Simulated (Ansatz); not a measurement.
**rPW86x+nonec(a = 0.4)/def2-TZVPP (core potential, exact exchange 0.4) run of SiHTeCl3 (SMILES Cl[Si](Cl)(Cl)[TeH])**

Aim: the energy difference between two shapes of SiHTeCl3 at rPW86x+nonec(a = 0.4)/def2-TZVPP (core potential, exact exchange 0.4), from 2 runs. 

Program for the calculation: Ansatz 0.2.0.

2 further runs of the same task are left out: 1 for a known fault of the program, 1 that didn't finish.

## (1) The system as given

SiHTeCl3 has 6 atoms, charge 0, and is taken as a singlet. SMILES: `Cl[Si](Cl)(Cl)[TeH]`. Geometry: relaxed at PBE0-D4/def2-TZVP.

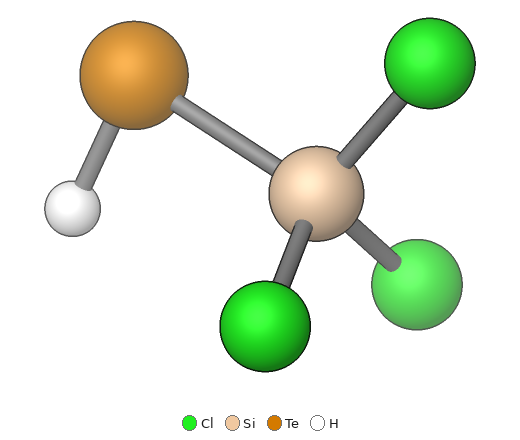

Viewed from a chosen angle; chlorine green, silicon light orange, tellurium orange, hydrogen white.

## (2) Energy and forces at rPW86x+nonec(a = 0.4)/def2-TZVPP (core potential, exact exchange 0.4)

The input, input.yaml:

```yaml
crystal:
  periodic: [false, false, false]
  atoms:
    - symbol: Cl
      position_ang: [-0.715400, -1.045700, 1.752700]
    - symbol: Si
      position_ang: [0.251100, -0.479700, 0.052400]
    - symbol: Cl
      position_ang: [2.191700, -1.088300, 0.159900]
    - symbol: Cl
      position_ang: [-0.657800, -1.437500, -1.497400]
    - symbol: Te
      position_ang: [0.315000, 1.970200, -0.241400]
    - symbol: H
      position_ang: [-1.342500, 2.016800, -0.272400]
basis:
  gaussian: {orbitals: def2-TZVPP}
hamiltonian:
  xc:
    text: |
      parameter a = 0.4
      exchange = (1 - a)*rpw86_x + a*exact_x
      correlation = 0
  pseudopotentials: {relativity: none}
output: {forces: true, orbitals: {seedname: orbitals}}
```

Run with:

```console
ansatz run input.yaml --threads 1 --pin off --max-ram 2610MiB --events-out events.jsonl --progress --plain --runs-dir runs
```

Output:

```text
Warning: RAYON_NUM_THREADS=1 ignored (pool sized by the plan → 1); use --threads N
Functional definition: unnamed
  parameter a = 0.4
  exchange = (1 - a)*rpw86_x + a*exact_x
  correlation = 0
1843 factors; their error is unknown
mean field evaluation 1: about -52686.9635 eV, gradient 1.7e1 eV
mean field evaluation 2: about -52687.1278 eV, gradient 1.6e1 eV
mean field evaluation 4: about -52687.6300 eV, gradient 1.1e0 eV
mean field evaluation 8: about -52688.1361 eV, gradient 2.4e-1 eV
mean field evaluation 16: about -52688.1362 eV, gradient 4.1e-5 eV
mean field -52688.13616951 eV, -1936.2532909280 hartree, gradient 4.2e-5 eV, S^2 0.000000; 0 other end points of the search recorded, 0 dependent functions left out
the calculation of the forces begins
reference -52688.13623933 eV, -1936.2532934938 hartree; 45, 45 occupied and 187, 187 virtual orbitals, 1843 factors
Total energy: -52688.13623933 eV, -1936.2532934938 hartree
Atom 0 at    -0.715400    -1.045700     1.752700 Å, force    -0.419236    -0.238840     0.747015 eV/Å
Atom 1 at     0.251100    -0.479700     0.052400 Å, force     0.002925     0.027105    -0.002639 eV/Å
Atom 2 at     2.191700    -1.088300     0.159900 Å, force     0.862481    -0.290229     0.050052 eV/Å
Atom 3 at    -0.657800    -1.437500    -1.497400 Å, force    -0.394433    -0.411438    -0.683585 eV/Å
Atom 4 at     0.315000     1.970200    -0.241400 Å, force     0.263822     0.822164    -0.094676 eV/Å
Atom 5 at    -1.342500     2.016800    -0.272400 Å, force    -0.315559     0.091238    -0.016166 eV/Å
Dipole moment:    -0.039315     0.232577    -0.028625 e Å
```

It took 29 s on 1 thread of Arm Neoverse V1, shared host; peak memory 0.91 GiB.

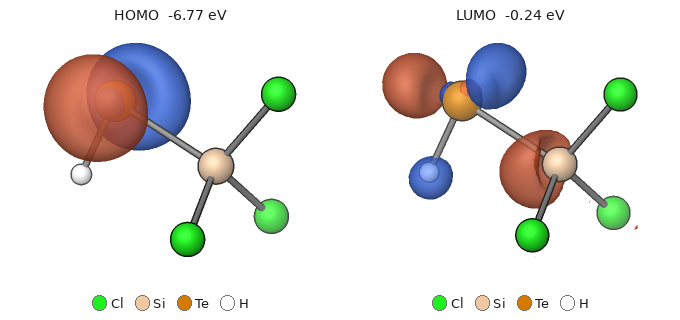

Frontier orbitals of this run, surfaces at ±0.2 Å^-3/2.

## (3) The distorted shape at the same level

The input, input.yaml:

```yaml
crystal:
  periodic: [false, false, false]
  atoms:
    - symbol: Cl
      position_ang: [-0.597665, -1.062827, 1.861760]
    - symbol: Si
      position_ang: [0.210615, -0.512552, 0.195885]
    - symbol: Cl
      position_ang: [2.036165, -1.064976, 0.243050]
    - symbol: Cl
      position_ang: [-0.641765, -1.360171, -1.432437]
    - symbol: Te
      position_ang: [0.372167, 1.815636, -0.467723]
    - symbol: H
      position_ang: [-1.155184, 1.931668, -0.177990]
basis:
  gaussian: {orbitals: def2-TZVPP}
hamiltonian:
  xc:
    text: |
      parameter a = 0.4
      exchange = (1 - a)*rpw86_x + a*exact_x
      correlation = 0
  pseudopotentials: {relativity: none}
output: {forces: true, orbitals: {seedname: orbitals}}
```

Run with:

```console
ansatz run input.yaml --threads 1 --pin off --max-ram 2610MiB --events-out events.jsonl --progress --plain --runs-dir runs
```

Output, cut to the lines that bear on the results:

```text
Warning: RAYON_NUM_THREADS=1 ignored (pool sized by the plan → 1); use --threads N
Functional definition: unnamed
[...]
1843 factors; their error is unknown
[...]
mean field -52687.16180964 eV, -1936.2174838633 hartree, gradient 4.5e-5 eV, S^2 0.000000; 0 other end points of the search recorded, 0 dependent functions left out
[...]
reference -52687.16187814 eV, -1936.2174863807 hartree; 45, 45 occupied and 187, 187 virtual orbitals, 1843 factors
Total energy: -52687.16187814 eV, -1936.2174863807 hartree
Atom 0 at    -0.597665    -1.062827     1.861760 Å, force    -1.828295    -0.741119     2.785400 eV/Å
Atom 1 at     0.210615    -0.512552     0.195885 Å, force    -1.349700     1.364386    -2.095248 eV/Å
Atom 2 at     2.036165    -1.064976     0.243050 Å, force     4.534751    -1.546550     0.151281 eV/Å
Atom 3 at    -0.641765    -1.360171    -1.432437 Å, force    -1.014728    -1.109051    -0.893048 eV/Å
Atom 4 at     0.372167     1.815636    -0.467723 Å, force     2.115087     1.528367    -0.248778 eV/Å
Atom 5 at    -1.155184     1.931668    -0.177990 Å, force    -2.457115     0.503967     0.300393 eV/Å
Dipole moment:    -0.032868     0.087090     0.107299 e Å
```

Wall time 30 s (1 thread of Arm Neoverse V1, shared host); peak memory 0.91 GiB.

## (4) Results

Level: rPW86x+nonec(a = 0.4)/def2-TZVPP (core potential, exact exchange 0.4).

| quantity | value |
| --- | --- |
| first shape: total energy | -1936.25329 Eh |
| first shape: dipole moment | 1.14 D |
| first shape: HOMO energy | -6.77 eV |
| first shape: LUMO energy | -0.24 eV |
| first shape: HOMO–LUMO gap | 6.54 eV |
| first shape: largest force on an atom | 0.911 eV/Å |
| distorted shape: total energy | -1936.21749 Eh |
| distorted shape: dipole moment | 0.68 D |
| distorted shape: HOMO energy | -6.48 eV |
| distorted shape: LUMO energy | 0.11 eV |
| distorted shape: HOMO–LUMO gap | 6.59 eV |
| distorted shape: largest force on an atom | 4.794 eV/Å |
| energy change with the atoms displaced | 0.974 eV |

With the atoms displaced the energy rises by 0.97 eV (22.5 kcal/mol). The first shape isn't relaxed at this level, so the change isn't measured from a minimum. The largest force (first shape) is 0.91 eV/Å: the shape isn't a stationary point for this species at this level.
